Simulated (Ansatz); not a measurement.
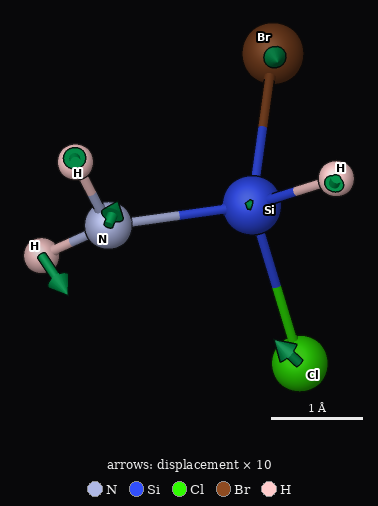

A relaxation of SiNH3BrCl. The starting structure is drawn; green arrows show the displacements, 10 times their true length. The two geometries are superimposed by the best rigid fit.

A ball-and-stick model, seen at a tilt.

The start comes from PBE-D4/def2-SVP.

The calculation used Ansatz 0.2.0, RKS PBE0-D4/def2-TZVP.

The input:
```yaml
crystal:
  periodic: [false, false, false]
  atoms:
    - {symbol: N, position_ang: [-0.081451, 1.116553, 0.216935]}
    - {symbol: Si, position_ang: [0.280862, -0.543105, -0.062866]}
    - {symbol: Cl, position_ang: [0.108461, -1.526639, 1.752223]}
    - {symbol: Br, position_ang: [-1.076520, -1.604057, -1.517149]}
    - {symbol: H, position_ang: [-0.945751, 1.359504, 0.709046]}
    - {symbol: H, position_ang: [0.110498, 1.785320, -0.534573]}
    - {symbol: H, position_ang: [1.665202, -0.655576, -0.609217]}
basis:
  gaussian: {orbitals: def2-TZVP}
hamiltonian: {xc: pbe0, dispersion: d4}
relax: {f_tol: 0.005, max_steps: 150}
```

Which element moves most?

Hydrogen: up to 0.062 Å, against 0.042 Å for chlorine.

Describe the change and its energy.

H5 moves most after the best rigid fit: 0.062 Å. By element the largest moves are H 0.062 Å, Cl 0.042 Å, N 0.036 Å, Br 0.035 Å, Si 0.009 Å. Some distances before and after: Si2–Cl3 2.072 → 2.041 Å, N1–Si2 1.722 → 1.693 Å, Si2–Br4 2.255 → 2.226 Å, Si2–H7 1.492 → 1.473 Å. After 7 geometry steps the energy has fallen by 0.97 kcal/mol. The largest force component goes from 0.55 to 0.0028 eV/Å.
